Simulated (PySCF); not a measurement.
# GeSiH4O2 (SMILES [OH][Ge][O][SiH3]): levels of theory compared

Wanted: a comparison of 6 runs (HF/STO-3G, HF/def2-SVP, B2PLYP/6-311G**, BP86/6-311G**, PBE0/def2-TZVP, MP2/3-21G) of GeSiH4O2. 

The calculation is run with PySCF 2.14.0.

## (1) The structure to begin with

GeSiH4O2: 8 atoms, total charge 0, spin state singlet. As SMILES, `[OH][Ge][O][SiH3]`. Geometry: relaxed at PBE0-D4/def2-TZVP. This is one conformer, not always the lowest.

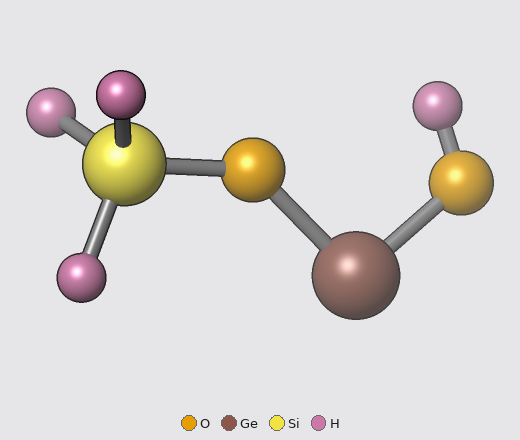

Viewed from a chosen angle; oxygen amber, germanium brown, silicon yellow, hydrogen pink.

## (2) Energy and forces at HF/STO-3G (run 1)

The input, input.py:

```python
from pyscf import gto, scf

system = gto.M(
    atom=[
    ('O', (1.410100, 2.505300, 0.149500)),
    ('Ge', (1.623900, 0.902600, -0.581400)),
    ('O', (0.084300, 0.200200, 0.031000)),
    ('Si', (-0.715100, -1.229100, -0.056600)),
    ('H', (0.587200, 2.577300, 0.646600)),
    ('H', (-2.046000, -1.018000, -0.682500)),
    ('H', (0.048600, -2.214700, -0.872700)),
    ('H', (-0.900800, -1.780800, 1.310300)),
],
    verbose=4,
    max_memory=1860,
    basis='sto-3g',
)

calc0 = scf.RHF(system)
calc0.conv_tol = 1e-10
calc0.kernel()
if not calc0.converged:
    calc0 = calc0.newton().run(calc0.mo_coeff, calc0.mo_occ)

e_tot = calc0.e_tot
print('E = %.10f Eh' % e_tot)
grad = calc0.nuc_grad_method().kernel()
calc0.analyze()
```

The run is started by

```
OMP_NUM_THREADS=1 python input.py
```

What it wrote:

```text
PySCF version 2.14.0

[... 79 lines left out ...]
Nuclear Repulsion Energy =             339.782688720576914
[... 10 lines left out ...]
MO #5   energy= -45.4054721166658  occ= 2
[... 8 lines left out ...]
MO #14  energy= -4.00852002594412  occ= 2
[... 8 lines left out ...]
MO #23  energy= -0.616116135246913 occ= 2
[... 8 lines left out ...]
MO #32  energy= -0.311058148574768 occ= 2
[... 8 lines left out ...]
MO #41  energy= 0.727700225019458  occ= 0
[... 52 lines left out ...]
Dipole moment(X, Y, Z, Debye): -0.70630, -0.95839,  0.03876
```

Run time: 2 s. Hardware: 1 thread of Arm Neoverse V2, shared host; peak memory 0.12 GiB.

## (3) Energy and gradient at HF/def2-SVP (run 2)

The input, job.py:

```python
# [OH][Ge][O][SiH3]
from pyscf import gto, scf

mol = gto.M(
    atom='''
O      1.410100     2.505300     0.149500
Ge     1.623900     0.902600    -0.581400
O      0.084300     0.200200     0.031000
Si    -0.715100    -1.229100    -0.056600
H      0.587200     2.577300     0.646600
H     -2.046000    -1.018000    -0.682500
H      0.048600    -2.214700    -0.872700
H     -0.900800    -1.780800     1.310300
''',
    verbose=4,
    charge=0,
    spin=0,
    basis='def2-svp',
    max_memory=1860,
)

mf = scf.RHF(mol)
mf.conv_tol = 1e-10
mf.kernel()
if not mf.converged:
    mf = mf.newton().run(mf.mo_coeff, mf.mo_occ)

etot = mf.e_tot
print('Final energy', etot)
grad = mf.nuc_grad_method().kernel()
dip = mf.dip_moment()
pop, q = mf.mulliken_pop()
```

The run is started by

```
OMP_NUM_THREADS=1 python job.py
```

What it wrote:

```text
PySCF version 2.14.0

[... 66 lines left out ...]
converged SCF energy = -2515.96531601601
Final energy -2515.965316016011
[... 11 lines left out ...]
Dipole moment(X, Y, Z, Debye): -0.30919, -0.87156, -0.15501
[... 107 lines left out ...]
charge of    7H =     -0.18020
```

Wall time 7.5 s (1 thread of Arm Neoverse V2, shared host); peak memory 0.2 GiB.

Runs 3 to 5 aren't shown in full; the table further down has their settings and results.

## (4) Energy and forces at MP2/3-21G (run 6)

The input, job.py:

```python
import pyscf.grad
from pyscf import gto, mp

system = gto.M(
    atom='''
O    1.410100   2.505300   0.149500
Ge   1.623900   0.902600  -0.581400
O    0.084300   0.200200   0.031000
Si  -0.715100  -1.229100  -0.056600
H    0.587200   2.577300   0.646600
H   -2.046000  -1.018000  -0.682500
H    0.048600  -2.214700  -0.872700
H   -0.900800  -1.780800   1.310300
''',
    basis='3-21g',
    charge=0,
    max_memory=1860,
    verbose=3,
    spin=0,
)

mf = system.RHF()
mf.conv_tol = 1e-10
mf.kernel()
if not mf.converged:
    mf = mf.newton().run(mf.mo_coeff, mf.mo_occ)

pt = mp.MP2(mf, frozen=16).run()
e_final = pt.e_tot
print('Final energy', e_final)
grad = pt.Gradients().kernel()
mf.analyze()
```

The run is started by

```
OMP_NUM_THREADS=1 python job.py
```

What it wrote:

```text
converged SCF energy = -2504.06879549524
[... 17 lines left out ...]
MO #6   energy= -45.9678641351532  occ= 2
[... 10 lines left out ...]
MO #17  energy= -1.58161504290258  occ= 2
[... 10 lines left out ...]
MO #28  energy= -0.549735430859427 occ= 2
[... 10 lines left out ...]
MO #39  energy= 0.235599638192361  occ= 0
[... 10 lines left out ...]
MO #50  energy= 1.27554771129616   occ= 0
[... 10 lines left out ...]
MO #61  energy= 3.17633526398357   occ= 0
[... 9 lines left out ...]
Dipole moment(X, Y, Z, Debye): -0.57690, -1.17188, -0.11637
```

It took 3.6 s on 1 thread of Arm Neoverse V2, shared host; peak memory 0.3 GiB.

## (5) Overview of the runs

| run | level | task | frozen core orbitals | energy (Eh) | dipole moment (D) of the reference | HOMO energy (eV) | LUMO energy (eV) | wall time |
| --- | --- | --- | --- | --- | --- | --- | --- | --- |
| 1 | HF/STO-3G | gradient | – | -2487.396487 | 1.19 | -6.57 | 5.83 | 2 s |
| 2 | HF/def2-SVP | gradient | – | -2515.965316 | 0.94 | -10.43 | 1.37 | 7.5 s |
| 3 | B2PLYP/6-311G** | energy | 16 | -2518.827126 | 0.99 | -8.81 | -0.66 | 39 s |
| 4 | BP86/6-311G** | gradient | – | -2519.744087 | 0.75 | -6.68 | -2.63 | 56 s |
| 5 | PBE0/def2-TZVP | gradient | – | -2518.968780 | 0.68 | -7.82 | -1.82 | 1.7 min |
| 6 | MP2/3-21G | gradient | 16 | -2504.408205 | 1.31 | -10.04 | 1.57 | 3.6 s |

## (6) Summary of results

| quantity | value |
| --- | --- |
| run 6: total energy | -2504.40820 Eh |
| run 6: dipole moment (Hartree–Fock density) | 1.31 D |
| run 6: HOMO energy (Hartree–Fock orbitals) | -10.04 eV |
| run 6: LUMO energy (Hartree–Fock orbitals) | 1.57 eV |
| run 6: HOMO–LUMO gap (Hartree–Fock orbitals) | 11.62 eV |
| run 6: correlation energy (16 core orbitals frozen) | -339.4 mEh |
| run 6: largest force on an atom | 2.838 eV/Å |

**Reading.** Over runs 1, 2, 3, 4, 5 the dipole moment (its size) runs from 0.68 D (PBE0/def2-TZVP) to 1.19 D (HF/STO-3G). The two ends differ in method and basis. Over runs 1, 2, 3, 4, 5 the HOMO–LUMO gap runs from 4.05 eV (BP86/6-311G**) to 12.39 eV (HF/STO-3G). Totals of different functionals can't be ranked against each other. In run 1 the basis is minimal, so the values are rough. All runs together took 3.5 min, the longest 1.7 min.
